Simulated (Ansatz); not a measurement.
# AsH4Si (SMILES [SiH2][AsH2]) (doublet): what the fields show

```yaml
atoms:
  - { symbol: Si, position_ang: [-0.1697, -0.9875, 0.1956] }
  - { symbol: As, position_ang: [-0.3778, 1.2930, -0.3559] }
  - { symbol: H, position_ang: [0.4078, -1.2953, 1.5584] }
  - { symbol: H, position_ang: [-1.4976, -1.6880, 0.0399] }
  - { symbol: H, position_ang: [1.1150, 1.5301, -0.0783] }
  - { symbol: H, position_ang: [-0.7218, 1.6758, 1.0971] }
```

These are results of UKS LDA/def2-SVP (Ansatz 0.2.0), not measurements.

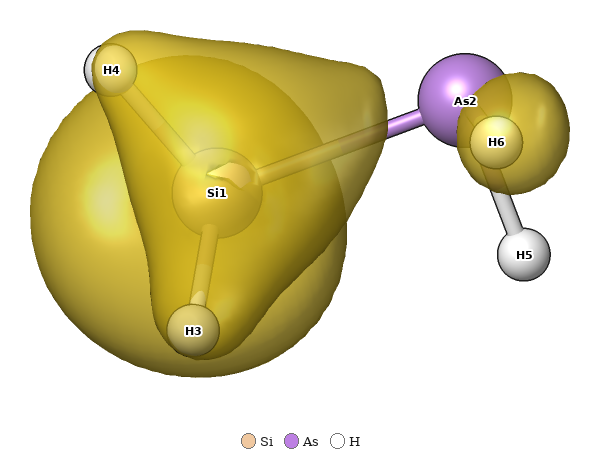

Figure 1. Isosurface of the spin density at +0.015 e/Å³ (yellow), seen across its widest extent.

> Where is the unpaired spin?

The unpaired spin (1 electron) lies mostly on Si1 (about 0.8) and As2 (about 0.1), in electrons by Hirshfeld's partition.

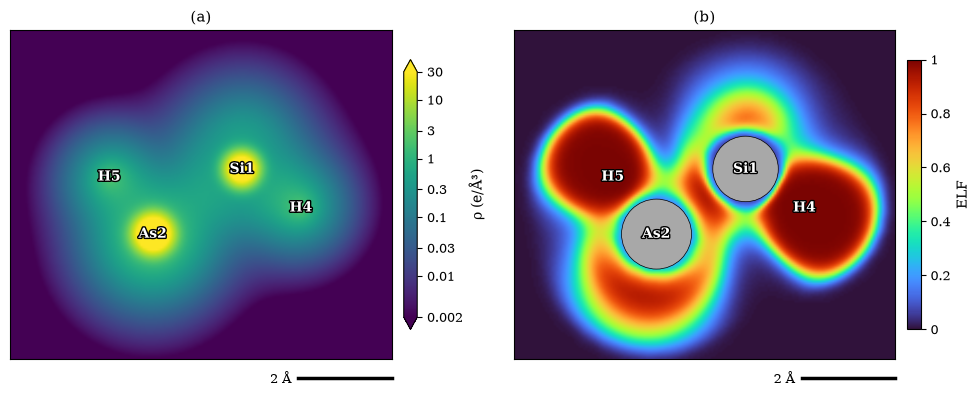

Figure 2. (a) total electron density; (b) electron localisation function on the plane of atoms As2, Si1 and H4. Grey discs cover the atomic cores in the ELF map.

> Describe what can be read from this map.

The section cuts through Si, As and H sites. Si–As (2.36 Å): ρ at the midpoint is about 0.62 e/Å³; the ELF peaks at about 0.90 between the atoms: localised, covalent bonding. Si–H (1.51 Å): the density is about 0.74 e/Å³ at the midpoint; the ELF climbs to about 1 towards the hydrogen, as it does in any bond to H. As–H (1.54 Å): the density is about 1.1 e/Å³ at the midpoint; the ELF climbs to about 1 towards the hydrogen. The ELF also peaks beside As2, away from the bonds: non-bonding electrons, paired or unpaired.

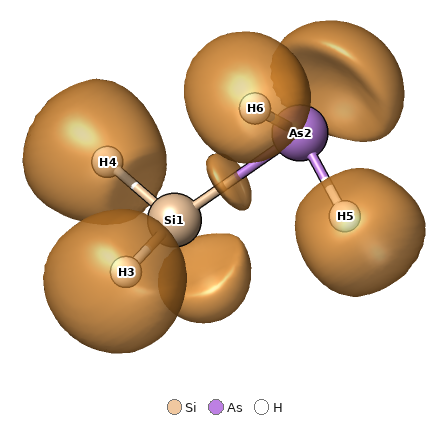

Figure 3. Isosurface of the electron localisation function at 0.85 (orange), seen at a tilt. Core shells and regions of very low density are left out.

> Identify the bonds, lone pairs and shells in this picture.

The surface consists of one region between bonded As–Si atoms (shared pairs), four regions around hydrogen nuclei, one lobe on As, pointing away from the bonds (non-bonding electrons) and one lobe on Si, pointing away from the bonds (non-bonding electrons).
